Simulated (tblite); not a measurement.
# Run report: C6H9FSi (charge +1), geometry relaxation

- system: C6H9FSi, charge +1, multiplicity 2
- method: GFN2-xTB geometry optimisation, gas phase (tblite 0.8.0)

It belongs to a series of runs on one base structure; here: electron removed.

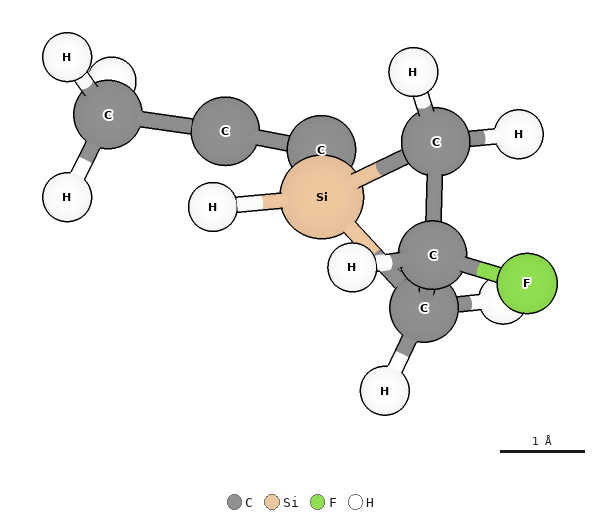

**Figure 1.** The structure as given in the input (ball-and-stick view, seen at a tilt). Bond lengths as drawn: C–C 1.30 to 1.54 Å, C–F 1.36 Å, C–H 1.09 to 1.11 Å, C–Si 1.84 to 1.85 Å and H–Si 1.44 Å.

**Key numbers**

```json
{"quantity": "outcome", "value": "converged"}
{"quantity": "total energy", "value": "−635.0432 eV"}
{"quantity": "hardware", "value": "1 CPU thread, shared host"}
{"quantity": "wall time", "value": "0.72 s"}
{"quantity": "peak memory", "value": "0.18 GiB"}
```

**Input**
```
{"job": {"kind": "relax", "xc": "GFN2-xTB", "basis": "xTB"}, "charge": 1, "multiplicity": 2}
C      3.693600    -0.012000     0.444300
C      2.344100    -0.422300     0.921700
C      1.104100    -0.675200     1.206500
Si    -0.192800     0.120900     0.173600
C     -1.639600    -0.944200    -0.278300
C     -2.492300     0.314900    -0.234200
F     -3.826100     0.074800    -0.089300
C     -1.728600     0.661500     1.055600
H      3.723800     1.083200     0.434900
H      4.440700    -0.461900     1.125400
H      3.769600    -0.375600    -0.595300
H      0.291500     0.998000    -0.865200
H     -1.508900    -1.382900    -1.272000
H     -1.916200    -1.644800     0.524300
H     -2.196600     0.971900    -1.068400
H     -1.792300     1.729000     1.298400
H     -2.081100    -0.023200     1.857500
```

The first line tells a small driver script what to run in tblite; the rest is the geometry in Å.

Launched with:
```bash
OMP_NUM_THREADS=1 python <driver script> task.json out
```

**Output**
```
step      E/eV     max force
  0    -632.89786    4.608
  1    -633.32451    5.563
  2    -633.50844    2.574
  3    -633.60428    0.779
  4    -633.66812    0.701
  5    -633.71208    0.749
  6    -633.76441    0.609
  7    -633.80684    0.531
  8    -633.84373    0.564
  9    -633.88627    0.609
 10    -633.93857    0.701
 11    -633.99764    0.623
 12    -634.05755    0.604
 13    -634.11278    0.572
 14    -634.17083    0.673
 15    -634.23297    0.657
 16    -634.27338    0.407
 17    -634.29706    0.359
 18    -634.31707    0.403
 19    -634.33670    0.465
 20    -634.35545    0.392
 21    -634.37227    0.313
 22    -634.38800    0.355
 23    -634.40752    0.344
 24    -634.43701    0.450
 25    -634.46669    0.487
 26    -634.49423    0.409
 27    -634.51742    0.405
 28    -634.53966    0.350
 29    -634.55809    0.362
 30    -634.58768    0.501
 31    -634.62094    0.541
 32    -634.66070    0.575
 33    -634.69151    0.578
 34    -634.73241    0.416
 35    -634.76534    1.008
 36    -634.79310    0.348
 37    -634.80629    0.646
 38    -634.81930    0.336
 39    -634.83101    0.243
 40    -634.83834    0.213
 41    -634.84924    0.324
 42    -634.86211    0.300
 43    -634.87263    0.746
 44    -634.88940    0.353
 45    -634.89979    0.267
 46    -634.90525    0.283
 47    -634.90881    0.187
 48    -634.91514    0.192
 49    -634.92110    0.196
 50    -634.92571    0.219
 51    -634.93070    0.227
 52    -634.93865    0.245
 53    -634.94878    0.294
 54    -634.95750    0.366
 55    -634.96386    0.363
 56    -634.97047    0.229
 57    -634.97668    0.199
 58    -634.98200    0.193
 59    -634.98709    0.157
 60    -634.99434    0.177
 61    -634.99780    0.351
 62    -635.00551    0.163
 63    -635.00877    0.139
 64    -635.01285    0.166
 65    -635.01552    0.117
 66    -635.01819    0.110
 67    -635.02035    0.150
 68    -635.02194    0.111
 69    -635.02403    0.093
 70    -635.02624    0.111
 71    -635.02806    0.104
 72    -635.02952    0.106
 73    -635.03043    0.156
 74    -635.03236    0.100
 75    -635.03414    0.157
 76    -635.03564    0.144
 77    -635.03674    0.109
 78    -635.03768    0.088
 79    -635.03836    0.103
 80    -635.03894    0.092
 81    -635.03949    0.070
 82    -635.04012    0.070
 83    -635.04061    0.053
 84    -635.04088    0.030
 85    -635.04105    0.028
 86    -635.04117    0.020
 87    -635.04127    0.026
 88    -635.04137    0.033
 89    -635.04149    0.030
 90    -635.04164    0.030
 91    -635.04181    0.033
 92    -635.04201    0.035
 93    -635.04223    0.041
 94    -635.04242    0.030
 95    -635.04255    0.024
 96    -635.04264    0.024
 97    -635.04273    0.026
 98    -635.04284    0.021
 99    -635.04293    0.022
100    -635.04299    0.020
101    -635.04303    0.017
102    -635.04307    0.016
103    -635.04311    0.014
104    -635.04314    0.013
105    -635.04317    0.010
106    -635.04319    0.009
```

**Trajectory as extended XYZ (Å, eV, eV/Å), 6 of the 107 frames kept, from step=0 to step=106**
```
17
Properties=species:S:1:pos:R:3:forces:R:3 step=0 energy=-632.89786
C     3.6936   -0.0120    0.4443   -1.8730  -1.1890   1.1110
C     2.3441   -0.4223    0.9217   -2.2430   0.0960  -0.1030
C     1.1041   -0.6752    1.2065    4.1630   1.2720  -1.5110
Si   -0.1928    0.1209    0.1736    3.6250  -0.3370   1.1180
C    -1.6396   -0.9442   -0.2783   -1.2340  -1.2460  -1.2660
C    -2.4923    0.3149   -0.2342   -0.2010  -1.1150   0.9220
F    -3.8261    0.0748   -0.0893    0.5030   0.5280  -0.3440
C    -1.7286    0.6615    1.0556   -2.1490   1.2490   0.6120
H     3.7238    1.0832    0.4349    0.1230  -0.2770   0.1860
H     4.4407   -0.4619    1.1254   -0.1290   0.3770  -0.5850
H     3.7696   -0.3756   -0.5953    0.2130   0.0130   0.5120
H     0.2915    0.9980   -0.8652   -0.0450   0.2440  -0.3030
H    -1.5089   -1.3829   -1.2720   -0.1140  -0.2230   0.2330
H    -1.9162   -1.6448    0.5243    0.0170   0.0190  -0.7370
H    -2.1966    0.9719   -1.0684   -1.1080  -0.0080   0.1980
H    -1.7923    1.7290    1.2984    0.1580  -0.2640   0.2560
H    -2.0811   -0.0232    1.8575    0.2970   0.8610  -0.2980
17
Properties=species:S:1:pos:R:3:forces:R:3 step=21 energy=-634.37227
C     4.0618   -0.1283    0.5860   -0.1500  -0.0360   0.0530
C     2.6641   -0.3110    0.7950   -0.0950  -0.0090  -0.0640
C     1.4465   -0.3938    0.8691   -0.1770   0.0860  -0.1310
Si   -0.2117    0.0779    0.2660   -0.0450   0.0900  -0.0350
C    -1.8095   -0.9372   -0.4082    0.2930  -0.0710  -0.0830
C    -2.7813    0.1845   -0.1140   -0.1090  -0.1130  -0.0040
F    -3.9992   -0.2554    0.2801   -0.0900  -0.0090   0.1520
C    -1.9328    0.7753    1.0044   -0.0360   0.0990  -0.0520
H     4.2314    0.9548    0.6092    0.1670  -0.1660  -0.0240
H     4.7139   -0.6218    1.3094   -0.2090   0.0200  -0.0170
H     4.2854   -0.5065   -0.4192    0.0950   0.0850   0.1560
H     0.0931    1.0365   -0.8084   -0.0410   0.0020  -0.0270
H    -1.6317   -1.1256   -1.4588    0.0490  -0.1010  -0.1420
H    -2.0653   -1.8455    0.1314    0.1310   0.0770   0.0940
H    -2.9366    0.8591   -0.9609   -0.0500   0.0270   0.0480
H    -1.8875    1.8594    0.9863    0.0750   0.0740   0.1330
H    -2.2478    0.3897    1.9722    0.1930  -0.0550  -0.0560
17
Properties=species:S:1:pos:R:3:forces:R:3 step=42 energy=-634.86211
C     3.9098   -0.3331    0.8175    0.0870  -0.1400   0.1480
C     2.5541   -0.0854    0.4641    0.2180   0.0420  -0.0040
C     1.3951    0.1521    0.1730   -0.0540  -0.1030   0.1000
Si   -0.2767    0.6123   -0.3671   -0.2150  -0.1510   0.1440
C    -1.6743   -0.8345   -0.5154    0.1030  -0.0610   0.0180
C    -2.7832   -0.0139    0.1189    0.1010   0.0420  -0.1860
F    -3.6600   -0.7398    0.8593    0.1970   0.0870   0.0870
C    -1.8060    0.8550    0.9028   -0.1020  -0.0530   0.0620
H     4.4450    0.5921    1.0276   -0.1180   0.1630  -0.0330
H     3.9790   -0.9677    1.6995   -0.1480  -0.0370   0.1210
H     4.4561   -0.8415    0.0244   -0.1320  -0.0050  -0.2330
H    -0.2780    1.6078   -1.4275   -0.0950   0.0240  -0.0770
H    -1.8239   -1.1578   -1.5428    0.0600   0.1420   0.0170
H    -1.4126   -1.6724    0.1339    0.0360   0.0940  -0.1100
H    -3.3633    0.5598   -0.6107   -0.1000  -0.0580   0.0500
H    -2.0942    1.8980    1.0268    0.1210  -0.0640  -0.0890
H    -1.5741    0.3811    1.8553    0.0390   0.0790  -0.0150
17
Properties=species:S:1:pos:R:3:forces:R:3 step=64 energy=-635.01285
C     3.6595   -0.4672    0.9689   -0.0260   0.0460   0.0130
C     2.4202   -0.0070    0.4514    0.0280  -0.0320  -0.0140
C     1.3463    0.3720    0.0221   -0.0370  -0.0770   0.0390
Si   -0.2921    0.8213   -0.6042   -0.0370   0.0070  -0.0890
C    -1.5754   -0.7051   -0.6788   -0.0550  -0.0480   0.0120
C    -2.5719   -0.2039    0.3514    0.0530  -0.0340   0.0340
F    -2.7646   -1.1119    1.3504    0.0370   0.1560  -0.0420
C    -1.6956    0.9705    0.7795   -0.0360  -0.0680   0.0710
H     4.2678    0.3882    1.2750    0.0280  -0.1090  -0.0550
H     3.4719   -1.1054    1.8334    0.0780  -0.0110  -0.0010
H     4.1908   -1.0395    0.2029    0.0040   0.0950   0.0930
H    -0.4396    1.7213   -1.7365    0.0240   0.0520  -0.0080
H    -1.9557   -0.7918   -1.6896   -0.0440  -0.0120  -0.0210
H    -1.0868   -1.6134   -0.3332    0.0070   0.0550  -0.0430
H    -3.5593    0.0718   -0.0258    0.0260  -0.0360  -0.0280
H    -2.1714    1.9455    0.7208   -0.0200  -0.0730   0.0500
H    -1.2513    0.7667    1.7519   -0.0300   0.0890  -0.0090
17
Properties=species:S:1:pos:R:3:forces:R:3 step=85 energy=-635.04105
C     3.6542   -0.4859    1.0040   -0.0180  -0.0090   0.0120
C     2.3893   -0.0685    0.5101    0.0170   0.0000  -0.0110
C     1.3001    0.2771    0.0883   -0.0120  -0.0070  -0.0180
Si   -0.2853    0.8095   -0.6186    0.0040  -0.0010   0.0020
C    -1.6347   -0.6543   -0.7532    0.0030  -0.0030   0.0170
C    -2.5049   -0.2674    0.4304   -0.0110   0.0030   0.0100
F    -2.3878   -1.1609    1.4512    0.0150   0.0150  -0.0180
C    -1.7372    1.0151    0.7205    0.0070   0.0060   0.0130
H     4.2528    0.3826    1.2825   -0.0070   0.0090  -0.0040
H     3.5324   -1.1315    1.8739   -0.0090   0.0010   0.0010
H     4.1874   -1.0342    0.2252    0.0070   0.0010   0.0020
H    -0.3065    1.7512   -1.7270   -0.0050   0.0080   0.0080
H    -2.1425   -0.5867   -1.7087    0.0060  -0.0140  -0.0010
H    -1.1394   -1.6084   -0.5989   -0.0070  -0.0030  -0.0140
H    -3.5718   -0.1504    0.2267    0.0150  -0.0050  -0.0010
H    -2.3065    1.9151    0.5152    0.0070   0.0030  -0.0030
H    -1.3067    1.0096    1.7180   -0.0090  -0.0020   0.0060
17
Properties=species:S:1:pos:R:3:forces:R:3 step=106 energy=-635.04319
C     3.6157   -0.5014    1.0228    0.0000   0.0000  -0.0020
C     2.3706   -0.0807    0.4848   -0.0050   0.0050   0.0010
C     1.2949    0.2734    0.0364    0.0030   0.0040   0.0070
Si   -0.2901    0.8282   -0.6523   -0.0060  -0.0040  -0.0020
C    -1.6302   -0.6421   -0.7670    0.0000   0.0000  -0.0050
C    -2.4580   -0.2840    0.4567    0.0010  -0.0020  -0.0050
F    -2.2501   -1.1688    1.4707    0.0020   0.0040  -0.0070
C    -1.7268    1.0263    0.7089    0.0000  -0.0060  -0.0010
H     4.2058    0.3693    1.3137    0.0010  -0.0070   0.0030
H     3.4579   -1.1389    1.8929    0.0030   0.0020   0.0010
H     4.1758   -1.0581    0.2694    0.0000   0.0000   0.0000
H    -0.3250    1.7986   -1.7340   -0.0020   0.0030  -0.0080
H    -2.1777   -0.5630   -1.6996    0.0000   0.0040   0.0040
H    -1.1242   -1.5964   -0.6548   -0.0050  -0.0040   0.0050
H    -3.5373   -0.2134    0.3057    0.0060  -0.0020   0.0060
H    -2.3252    1.9028    0.4856    0.0050   0.0030   0.0010
H    -1.2830    1.0603    1.6997   -0.0030   0.0000   0.0030
```

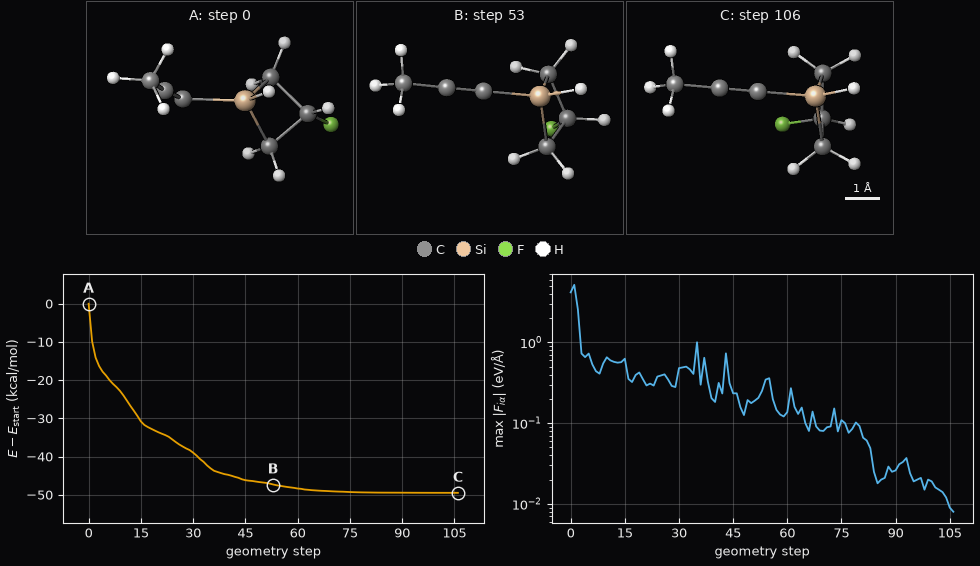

**Figure 2.** Frames of the relaxation (ball-and-stick view, seen at a tilt) above the curves, on which the letters mark them (steps are counted from 0).

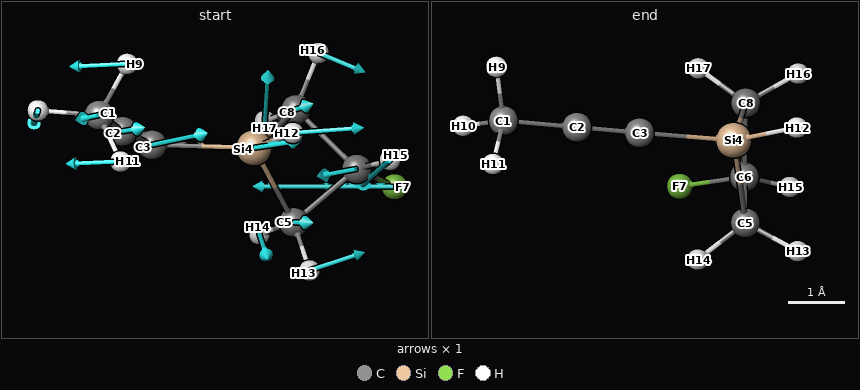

**Figure 3.** Before (left) and after (right) the relaxation, at one scale (ball-and-stick view, seen at a tilt). The teal arrows give the displacements, at true length. The largest move after the best rigid fit is that of F7, 2.61 Å. By element the largest moves are F 2.61 Å, H 2.32 Å, C 1.55 Å, Si 1.09 Å. Distances before and after: Si4–C5 1.853 → 1.993 Å, C2–C3 1.297 → 1.218 Å, C1–C2 1.489 → 1.420 Å, C3–Si4 1.839 → 1.815 Å. Among the angles that change: C2–C3–Si4 117.8° → 178.8°, Si4–C8–C6 86.9° → 98.5°, Si4–C5–C6 87.4° → 98.4°. After 106 geometry steps the energy has fallen by 49.5 kcal/mol. Largest force component: 4.2 eV/Å at the start, 0.008 eV/Å at the end. (Atoms are counted from 1 in the order of the input.)
